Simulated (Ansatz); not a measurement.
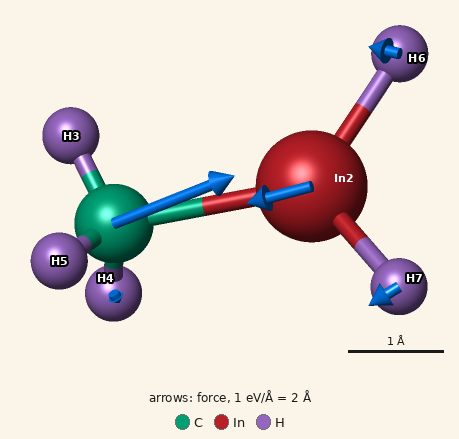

Starting geometry of CH$_{5}$In with the computed forces as blue arrows. Style: ball-and-stick. Shown at a tilt.

The start comes from GFN2-xTB.

Method: RKS PBE0-D4/def2-TZVP in Ansatz.

Input
```yaml
crystal:
  periodic: [false, false, false]
  atoms:
    - {symbol: C, position_ang: [-0.559670, -0.736520, -0.539450]}
    - {symbol: In, position_ang: [0.596250, 0.783560, 0.579520]}
    - {symbol: H, position_ang: [-1.433470, -1.034240, 0.040160]}
    - {symbol: H, position_ang: [-0.887860, -0.323640, -1.492890]}
    - {symbol: H, position_ang: [0.067050, -1.607810, -0.730990]}
    - {symbol: H, position_ang: [-0.035280, 1.728500, 1.894210]}
    - {symbol: H, position_ang: [2.252980, 1.190150, 0.249440]}
basis:
  gaussian: {orbitals: def2-TZVP}
hamiltonian: {xc: pbe0, dispersion: d4}
relax: {f_tol: 0.005, max_steps: 150}
```

Command:
```bash
ansatz run in.yaml --threads 2 --pin off --events-out ev --progress --plain --max-ram 32768MiB --backend cpu
```

What follows when this structure is relaxed?

Answer. It isn't relaxed: the largest force vector, on C1, is 0.74 eV/Å. The final displacements follow the starting forces only in part (cosine between the two patterns 0.52). The atom that moves furthest after the best rigid fit is H7 (0.13 Å). Largest moves by element: H 0.13 Å, C 0.06 Å. In stays in place. Among the contacts that change: C1–In2 2.213 → 2.153 Å, In2–H6 1.738 → 1.730 Å. Bond angles that change, for instance: H6–In2–H7 111.3° → 119.3°, C1–In2–H7 124.2° → 120.0°, C1–In2–H6 124.5° → 120.8°. After 4 geometry steps the energy has fallen by 1.07 kcal/mol. Largest force component: 0.49 eV/Å at the start, 0.0025 eV/Å at the end.
